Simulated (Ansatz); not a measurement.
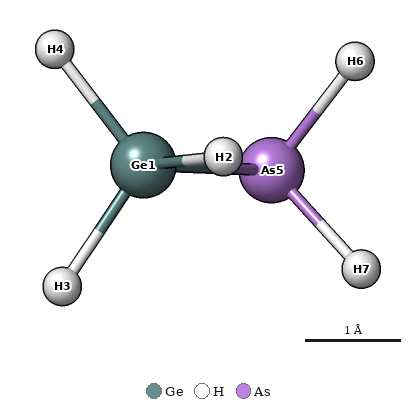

Figure 1. The input geometry (ball-and-stick view, seen at a tilt; atoms are numbered from 1 in the order of the input). Sticks mark near contacts.

**GeAsH$_{5}$: frequency calculation**

System: GeAsH$_{5}$.
Method: RKS PBE0-D4/def2-TZVP (Ansatz 0.2.0).

The geometry comes from this level: PBE0-D4/def2-TZVP. Figures and captions count atoms from 1; the log counts them from 0 in places.

**The program's output**
```
Functional definition: PBE0
  name "PBE0"
  cite "Adamo & Barone, J. Chem. Phys. 110, 6158 (1999) doi:10.1063/1.478522"
  cite "Perdew, Burke & Ernzerhof, Phys. Rev. Lett. 77, 3865 (1996) doi:10.1103/PhysRevLett.77.3865"
  parent pbe
  parameter a = 0.25
  parameter kappa = 0.804
  parameter beta = 0.06672455060314922
  exchange = (1 - a)*pbe_x(kappa = kappa, mu = beta*pi^2/3) + a*exact_x
  correlation = pbe_c(beta = beta)
1044 factors; their error is unknown
mean field evaluation 1: about -117425.5232 eV, gradient 1.8e1 eV
mean field evaluation 2: about -117425.7391 eV, gradient 1.6e1 eV
mean field evaluation 4: about -117425.9006 eV, gradient 4.2e-1 eV
mean field evaluation 8: about -117426.4162 eV, gradient 4.2e-1 eV
mean field evaluation 16: about -117426.4164 eV, gradient 1.2e-5 eV
mean field -117426.41636485 eV, -4315.3412069244 hartree, gradient 1.2e-5 eV, S^2 0.000000; 0 other end points of the search recorded, 0 dependent functions left out
the calculation of the forces begins
reference -117426.41639419 eV, -4315.3412080026 hartree; 35, 35 occupied and 91, 91 virtual orbitals, 1044 factors
these checks for a lower state are left out or cut short: stability, starts, cluster_reference, orbital_swaps, neighbouring_geometries, increment
1044 factors; their error is unknown
mean field -117426.41628275 eV, -4315.3412039073 hartree, gradient 2.4e-6 eV, S^2 0.000000; 0 other end points of the search recorded, 0 dependent functions left out
[... from here on the field's lines of each further geometry are left out, up to the last ...]
the calculation of the forces begins
reference -117426.41637378 eV, -4315.3412072526 hartree; 35, 35 occupied and 91, 91 virtual orbitals, 1044 factors
these checks for a lower state are left out or cut short: stability, starts, cluster_reference, orbital_swaps, neighbouring_geometries, increment
1044 factors; their error is unknown
mean field -117426.41635344 eV, -4315.3412065050 hartree, gradient 2.4e-6 eV, S^2 0.000000; 0 other end points of the search recorded, 0 dependent functions left out
the calculation of the forces begins
reference -117426.41638277 eV, -4315.3412075832 hartree; 35, 35 occupied and 91, 91 virtual orbitals, 1044 factors
Total energy: -117426.52089502 eV, -4315.3450483375 hartree
Atom 0 at    -1.562617    -0.045184     0.034684 Å, force     0.000490    -0.001751    -0.001949 eV/Å
Atom 1 at    -1.574480     1.222881     0.902864 Å, force     0.000712     0.001053     0.000432 eV/Å
Atom 2 at    -0.932858    -1.198679     0.832293 Å, force    -0.000086     0.000501    -0.000297 eV/Å
Atom 3 at    -3.007811    -0.422661    -0.328873 Å, force    -0.000171    -0.000036     0.000109 eV/Å
Atom 4 at    -0.308962     0.228766    -2.023701 Å, force    -0.000546    -0.000191     0.001990 eV/Å
Atom 5 at    -0.960768     1.574129    -2.313467 Å, force     0.000353     0.000195    -0.000249 eV/Å
Atom 6 at     0.855684     0.889861    -1.298805 Å, force    -0.000751     0.000229    -0.000036 eV/Å
Dipole moment:    -0.008104     0.062478     0.056729 e Å
Vibrations: 134.24 268.85 422.81 439.66 650.62 694.25 804.78 880.37 883.89 985.55 2146.38 2156.06 2157.62 2208.33 2219.87 cm⁻¹, zero-point energy 1.057168 eV
```

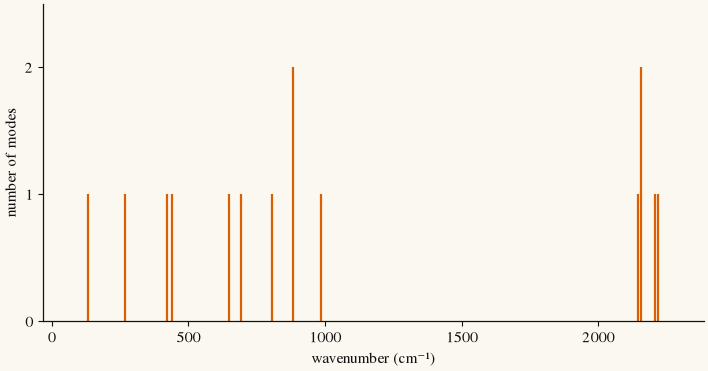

Figure 2. Harmonic vibrational wavenumbers from the force constants; neighbouring modes closer than 9 cm⁻¹ are counted in one stick. 15 modes from 134 to 2220 cm⁻¹, none imaginary.

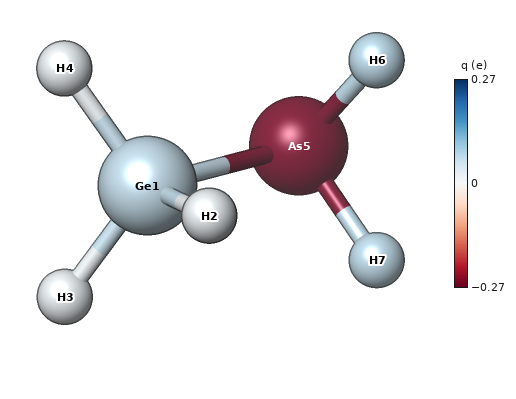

Figure 3. Mulliken charges, as the colour of each atom (ball-and-stick view, seen at a tilt; atoms are numbered from 1 in the order of the input). By element: Ge +0.06, H +0.01 to +0.08 and As −0.26 e.

This output came from the following input.

**Input file**
```yaml
crystal:
  periodic: [false, false, false]
  atoms:
    - {symbol: Ge, position_ang: [-1.562617, -0.045184, 0.034684]}
    - {symbol: H, position_ang: [-1.574480, 1.222881, 0.902864]}
    - {symbol: H, position_ang: [-0.932858, -1.198679, 0.832293]}
    - {symbol: H, position_ang: [-3.007811, -0.422661, -0.328873]}
    - {symbol: As, position_ang: [-0.308962, 0.228766, -2.023701]}
    - {symbol: H, position_ang: [-0.960768, 1.574129, -2.313467]}
    - {symbol: H, position_ang: [0.855684, 0.889861, -1.298805]}
basis:
  gaussian: {orbitals: def2-TZVP}
hamiltonian: {xc: pbe0, dispersion: d4}
phonons: {temperatures: {t_min: 298.15, t_max: 900, t_step: 200}}
```

Command:
```bash
ansatz run in.yaml --threads 8 --pin off --events-out ev --progress --plain --max-ram 19148MiB
```

**Key numbers**

| quantity | value |
| --- | --- |
| outcome | converged |
| total energy | −117426.5209 eV |
| mean-field energy | −117426.4164 eV |
| dispersion energy | −0.1045 eV |
| largest force (length of the vector) | 0.003 eV/Å |
| dipole moment | 0.41 D |
| hardware | 8 threads of Arm Neoverse V1, 23 GiB of memory available, shared host |
| wall time | 30 s (CPU time 3.3 min) |
| peak memory | 0.55 GiB |
